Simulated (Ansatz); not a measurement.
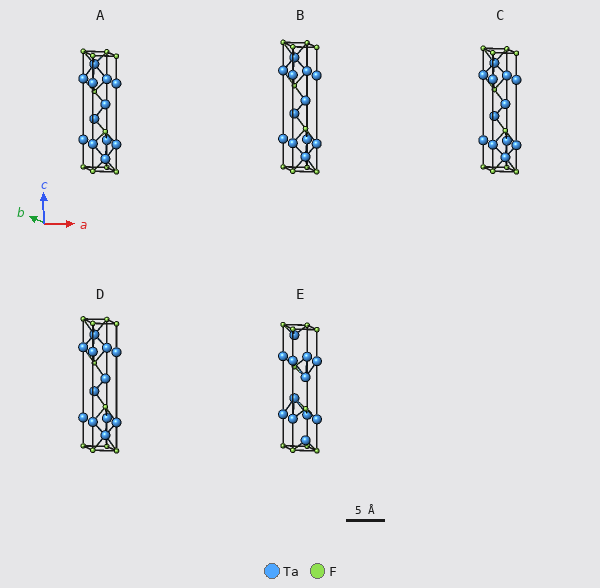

5 geometries from one relaxation of solid Ta$_{2}$F (a generated structure, set up in R-3m) (coarse preliminary run), in shuffled order. The picture is a ball-and-stick view of the conventional cell (3 times the calculation's cell), seen slightly off an axis. Lengths and directions refer to the drawn axes.

These are results of DFT PBE, scalar-relativistic, plane waves, PAW in Ansatz, not measurements. Settings: plane-wave cutoff 420 eV; k-point mesh 6 × 6 × 6; occupations gaussian; smearing width 0.1 eV; no spin polarisation; cell and atoms relaxed; force threshold 0.04 eV/Å; at most 70 steps.

### Order the frames from highest to lowest energy.

E, A, C, B, D. They are steps 0, 2, 3, 4, 8, at +991 meV per atom, +182 meV per atom, +65.8 meV per atom, +13.5 meV per atom relative to the last. After 7 accepted moves (8 points after the start) the energy has fallen by 991 meV per atom. Largest force component: 3.9 eV/Å at the start, 0.0036 eV/Å at the end. Pressure: 3.01 GPa at the start and 0.13 GPa at the end. The SCF was repeated once at an unchanged geometry on a basis and grid sized afresh for the cell, which shifted the energy by 1.0 meV per atom at most. The largest moves relative to the cell, 0.63 Å, are those of Ta atoms. F stays in place. Cell: a = b 3.206 → 3.149 Å (−1.8 %), c 16.344 → 17.120 Å (+4.7 %). Volume +1.1 %. Among the contacts that change: Ta–Ta 3.022 → 4.185 Å, Ta–Ta 3.576 → 2.657 Å, F–Ta 2.203 → 2.619 Å, Ta–Ta 3.206 → 3.149 Å. New bonds form: Ta–Ta (3.58 → 2.66 Å). Bonds break: Ta–Ta (3.02 → 4.19 Å). Among the angles between lasting bonds that change: Ta–F–Ta 86.6° → 106.1°, Ta–F–Ta 93.4° → 73.9°, F–Ta–F 93.4° → 73.9°. The space group stays R-3m (No. 166). Cost: 14 s on 1 thread of Intel(R) Xeon(R) Platinum 8488C (Sapphire Rapids) (shared host), peak memory 0.41 GiB.
